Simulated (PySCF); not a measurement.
**[NH4]+ (ammonium): BCCD(T)/STO-3G**

Aim: the energy change on altering one bond length of [NH4]+ (ammonium) at BCCD(T)/STO-3G, from 2 runs. The job is set up through a Python script.

The results are computed with PySCF 2.14.0.

16 further runs of the same task are left out: 4 that didn't finish, 12 set aside as unsound or not needed.

**1. Starting point**

The species is [NH4]+ (5 atoms), meant as a singlet with charge +1. SMILES: `[NH4+]`. The shape is that of a GFN2-xTB optimisation.

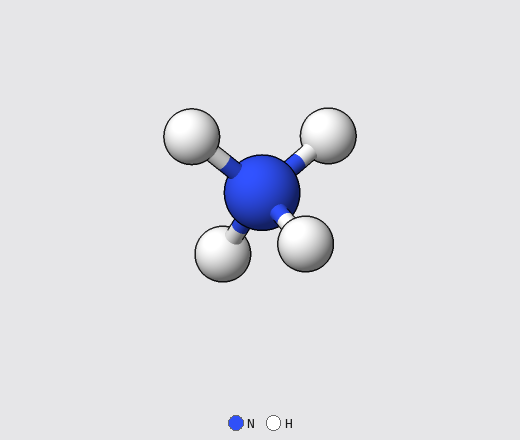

The structure, seen from a chosen angle (nitrogen blue, hydrogen white).

**2. A single-point energy at BCCD(T)/STO-3G**

File run.py:

```python
# [NH4+]
from pyscf import gto, cc
from pyscf.cc.bccd import bccd_kernel_

system = gto.Mole()
system.atom = '''
N    0.000080   0.000050  -0.000010
H    0.455870  -0.450720   0.805650
H   -0.977900   0.217540   0.236550
H    0.024080  -0.637350  -0.808220
H    0.497880   0.870480  -0.233970
'''
system.basis = 'sto-3g'
system.charge = 1
system.verbose = 3
system.spin = 0
system.max_memory = 1860
system.build()

hf = system.RHF()
hf.conv_tol = 1e-10
hf.kernel()
if not hf.converged:
    hf = hf.newton().run(hf.mo_coeff, hf.mo_occ)

mycc = cc.CCSD(hf, frozen=1).run()
mycc = bccd_kernel_(mycc, diis=True)
e_t = mycc.ccsd_t()
e_tot = mycc.e_tot + e_t
print('E = %.10f Eh' % e_tot)
```

Command:

```sh
$ OMP_NUM_THREADS=1 python run.py
```

Log:

```text
converged SCF energy = -55.8680753038534
E(CCSD) = -55.94926255441676  E_corr = -0.08118725056338838
BCCD loop starts.

******** <class 'pyscf.cc.ccsd.CCSD'> ********
CC2 = 0
CCSD nocc = 4, nmo = 8
frozen orbitals 1
max_cycle = 50
direct = 0
conv_tol = 1e-07
conv_tol_normt = 1e-05
diis_space = 6
diis_start_cycle = 0
diis_start_energy_diff = 1e+09
Init E_corr(CCSD) = -0.0809992600764234
cycle = 1  E_corr(CCSD) = -0.0820362607539138  dE = -0.00103700068  norm(t1,t2) = 0.0145951
cycle = 2  E_corr(CCSD) = -0.0818273298067808  dE = 0.000208930947  norm(t1,t2) = 0.00123579
cycle = 3  E_corr(CCSD) = -0.081739919093196  dE = 8.74107136e-05  norm(t1,t2) = 0.000234758
cycle = 4  E_corr(CCSD) = -0.0817174897953017  dE = 2.24292979e-05  norm(t1,t2) = 4.50256e-05
cycle = 5  E_corr(CCSD) = -0.081716465416953  dE = 1.02437835e-06  norm(t1,t2) = 4.90666e-06
cycle = 6  E_corr(CCSD) = -0.0817162454614387  dE = 2.19955514e-07  norm(t1,t2) = 1.42697e-06
cycle = 7  E_corr(CCSD) = -0.0817162126967823  dE = 3.27646563e-08  norm(t1,t2) = 1.39544e-07
CCSD converged
E(CCSD) = -55.94916972914749  E_corr = -0.08171621269678234
BCC iter:    0  E:     -55.949169729147  dE:    9.283e-05  |t1|:    2.451e-03

******** <class 'pyscf.cc.ccsd.CCSD'> ********
CC2 = 0
CCSD nocc = 4, nmo = 8
frozen orbitals 1
max_cycle = 50
direct = 0
conv_tol = 1e-07
conv_tol_normt = 1e-05
diis_space = 6
diis_start_cycle = 0
diis_start_energy_diff = 1e+09
Init E_corr(CCSD) = -0.0816316620582741
cycle = 1  E_corr(CCSD) = -0.0815012068743945  dE = 0.000130455184  norm(t1,t2) = 0.00225291
cycle = 2  E_corr(CCSD) = -0.0815349087728167  dE = -3.37018984e-05  norm(t1,t2) = 0.000192797
cycle = 3  E_corr(CCSD) = -0.0815486984221977  dE = -1.37896494e-05  norm(t1,t2) = 3.64579e-05
cycle = 4  E_corr(CCSD) = -0.0815522200982678  dE = -3.52167607e-06  norm(t1,t2) = 7.00125e-06
cycle = 5  E_corr(CCSD) = -0.0815523996889496  dE = -1.79590682e-07  norm(t1,t2) = 8.20491e-07
cycle = 6  E_corr(CCSD) = -0.0815524354945037  dE = -3.58055542e-08  norm(t1,t2) = 2.34492e-07
CCSD converged
E(CCSD) = -55.94918377402561  E_corr = -0.08155243549450375
BCC iter:    1  E:     -55.949183774026  dE:   -1.404e-05  |t1|:    6.204e-07
CCSD(T) correction = -0.000274478611719162
E = -55.9494582526 Eh
```

It took 0.79 s on 1 thread of Arm Neoverse V2, shared host; peak memory 0.11 GiB.

**3. The distorted shape**

File input.py:

```python
from pyscf import gto, scf, cc
from pyscf.cc.bccd import bccd_kernel_

molecule = gto.M(
    atom='''
N       -0.019121       0.509992       0.646586
H        0.436669       0.059222       1.452246
H       -0.997101       0.727482       0.883146
H        0.024080      -0.637350      -0.808220
H        0.478679       1.380422       0.412626
''',
    verbose=3,
    basis='sto-3g',
    max_memory=1860,
    charge=1,
)

calc0 = scf.RHF(molecule)
calc0.conv_tol = 1e-10
calc0.kernel()
if not calc0.converged:
    calc0 = calc0.newton().run(calc0.mo_coeff, calc0.mo_occ)

mycc = cc.CCSD(calc0, frozen=1).run()
mycc = bccd_kernel_(mycc, diis=True)
e_t = mycc.ccsd_t()
e_tot = mycc.e_tot + e_t
print('Final energy', e_tot)
```

Command:

```sh
$ OMP_NUM_THREADS=1 python input.py
```

Log:

```text
converged SCF energy = -55.6672452082164
E(CCSD) = -55.79209825498639  E_corr = -0.1248530467699438
BCCD loop starts.

******** <class 'pyscf.cc.ccsd.CCSD'> ********
CC2 = 0
CCSD nocc = 4, nmo = 8
frozen orbitals 1
max_cycle = 50
direct = 0
conv_tol = 1e-07
conv_tol_normt = 1e-05
diis_space = 6
diis_start_cycle = 0
diis_start_energy_diff = 1e+09
Init E_corr(CCSD) = -0.113705024348418
cycle = 1  E_corr(CCSD) = -0.156236772572898  dE = -0.0425317482  norm(t1,t2) = 0.171092
cycle = 2  E_corr(CCSD) = -0.145280369319575  dE = 0.0109564033  norm(t1,t2) = 0.0361059
cycle = 3  E_corr(CCSD) = -0.146961825139209  dE = -0.00168145582  norm(t1,t2) = 0.0140129
cycle = 4  E_corr(CCSD) = -0.145698774577715  dE = 0.00126305056  norm(t1,t2) = 0.00687413
cycle = 5  E_corr(CCSD) = -0.145430442473677  dE = 0.000268332104  norm(t1,t2) = 0.000873784
cycle = 6  E_corr(CCSD) = -0.145408100907836  dE = 2.23415658e-05  norm(t1,t2) = 0.00010523
cycle = 7  E_corr(CCSD) = -0.145396112088392  dE = 1.19888194e-05  norm(t1,t2) = 3.55527e-05
cycle = 8  E_corr(CCSD) = -0.145397369155061  dE = -1.25706667e-06  norm(t1,t2) = 7.31907e-06
cycle = 9  E_corr(CCSD) = -0.145396975177046  dE = 3.93978016e-07  norm(t1,t2) = 1.29772e-06
cycle = 10  E_corr(CCSD) = -0.145397017838238  dE = -4.26611927e-08  norm(t1,t2) = 2.7573e-07
CCSD converged
E(CCSD) = -55.79166690384469  E_corr = -0.1453970178382383
BCC iter:    0  E:     -55.791666903845  dE:    4.314e-04  |t1|:    4.151e-02

******** <class 'pyscf.cc.ccsd.CCSD'> ********
CC2 = 0
CCSD nocc = 4, nmo = 8
frozen orbitals 1
max_cycle = 50
direct = 0
conv_tol = 1e-07
conv_tol_normt = 1e-05
diis_space = 6
diis_start_cycle = 0
diis_start_energy_diff = 1e+09
Init E_corr(CCSD) = -0.140479768961777
cycle = 1  E_corr(CCSD) = -0.13250290208159  dE = 0.00797686688  norm(t1,t2) = 0.0443451
cycle = 2  E_corr(CCSD) = -0.135795048611762  dE = -0.00329214653  norm(t1,t2) = 0.0109152
cycle = 3  E_corr(CCSD) = -0.135449825846554  dE = 0.000345222765  norm(t1,t2) = 0.00398001
cycle = 4  E_corr(CCSD) = -0.135944226862304  dE = -0.000494401016  norm(t1,t2) = 0.00199698
cycle = 5  E_corr(CCSD) = -0.135973275253976  dE = -2.90483917e-05  norm(t1,t2) = 0.000138743
cycle = 6  E_corr(CCSD) = -0.135977815910025  dE = -4.54065605e-06  norm(t1,t2) = 3.16599e-05
cycle = 7  E_corr(CCSD) = -0.135979431504251  dE = -1.61559423e-06  norm(t1,t2) = 1.23109e-05
cycle = 8  E_corr(CCSD) = -0.135979945350431  dE = -5.13846179e-07  norm(t1,t2) = 2.41989e-06
cycle = 9  E_corr(CCSD) = -0.135980183961184  dE = -2.38610753e-07  norm(t1,t2) = 6.20159e-07
cycle = 10  E_corr(CCSD) = -0.135980216273706  dE = -3.23125225e-08  norm(t1,t2) = 9.92654e-08
CCSD converged
E(CCSD) = -55.7919091434353  E_corr = -0.1359802162737062
BCC iter:    1  E:     -55.791909143435  dE:   -2.422e-04  |t1|:    1.267e-03

******** <class 'pyscf.cc.ccsd.CCSD'> ********
CC2 = 0
CCSD nocc = 4, nmo = 8
frozen orbitals 1
max_cycle = 50
direct = 0
conv_tol = 1e-07
conv_tol_normt = 1e-05
diis_space = 6
diis_start_cycle = 0
diis_start_energy_diff = 1e+09
Init E_corr(CCSD) = -0.136036108639455
cycle = 1  E_corr(CCSD) = -0.136215550360901  dE = -0.000179441721  norm(t1,t2) = 0.00129932
cycle = 2  E_corr(CCSD) = -0.13613256627811  dE = 8.29840828e-05  norm(t1,t2) = 0.000272285
cycle = 3  E_corr(CCSD) = -0.136140667492891  dE = -8.10121478e-06  norm(t1,t2) = 6.49218e-05
cycle = 4  E_corr(CCSD) = -0.136134931259353  dE = 5.73623354e-06  norm(t1,t2) = 1.74447e-05
cycle = 5  E_corr(CCSD) = -0.136132782520442  dE = 2.14873891e-06  norm(t1,t2) = 6.18942e-06
cycle = 6  E_corr(CCSD) = -0.136132690337273  dE = 9.21831696e-08  norm(t1,t2) = 1.59378e-06
CCSD converged
E(CCSD) = -55.791886405562  E_corr = -0.1361326903372725
BCC iter:    2  E:     -55.791886405562  dE:    2.274e-05  |t1|:    2.094e-05

******** <class 'pyscf.cc.ccsd.CCSD'> ********
CC2 = 0
CCSD nocc = 4, nmo = 8
frozen orbitals 1
max_cycle = 50
direct = 0
conv_tol = 1e-07
conv_tol_normt = 1e-05
diis_space = 6
diis_start_cycle = 0
diis_start_energy_diff = 1e+09
Init E_corr(CCSD) = -0.136131381183178
cycle = 1  E_corr(CCSD) = -0.136127442129862  dE = 3.93905332e-06  norm(t1,t2) = 2.18145e-05
cycle = 2  E_corr(CCSD) = -0.136129033198787  dE = -1.59106892e-06  norm(t1,t2) = 5.12846e-06
cycle = 3  E_corr(CCSD) = -0.136128866462433  dE = 1.66736354e-07  norm(t1,t2) = 1.69427e-06
cycle = 4  E_corr(CCSD) = -0.136129061037548  dE = -1.94575115e-07  norm(t1,t2) = 7.59551e-07
cycle = 5  E_corr(CCSD) = -0.136129080719496  dE = -1.96819485e-08  norm(t1,t2) = 1.39381e-07
CCSD converged
E(CCSD) = -55.791886636092  E_corr = -0.1361290807194964
BCC iter:    3  E:     -55.791886636092  dE:   -2.305e-07  |t1|:    4.634e-07
CCSD(T) correction = -0.00181362153933866
Final energy -55.79370025763134
```

It took 0.87 s on 1 thread of Arm Neoverse V2, shared host; peak memory 0.1 GiB.

**4. Results**

Level: BCCD(T)/STO-3G, 1 core orbital frozen.

| quantity | value |
| --- | --- |
| first shape: total energy | -55.94946 Eh |
| first shape: correlation energy (1 core orbital frozen) | -81.4 mEh |
| first shape: (T) correction | -0.27 mEh |
| distorted shape: total energy | -55.79370 Eh |
| distorted shape: correlation energy (1 core orbital frozen) | -126.5 mEh |
| distorted shape: (T) correction | -1.81 mEh |
| energy change with the N1–H4 bond stretched from 1.030 to 1.853 Å | 4.238 eV |

**Reading.** With the N1–H4 bond stretched from 1.030 to 1.853 Å the energy rises by 4.24 eV (98 kcal/mol). The first shape isn't relaxed at this level, so the change isn't measured from a minimum. The minimal basis adds a large error of its own. The triples (first shape) make up 0.3 % of the correlation energy. The triples (distorted shape) make up 1.4 % of the correlation energy.
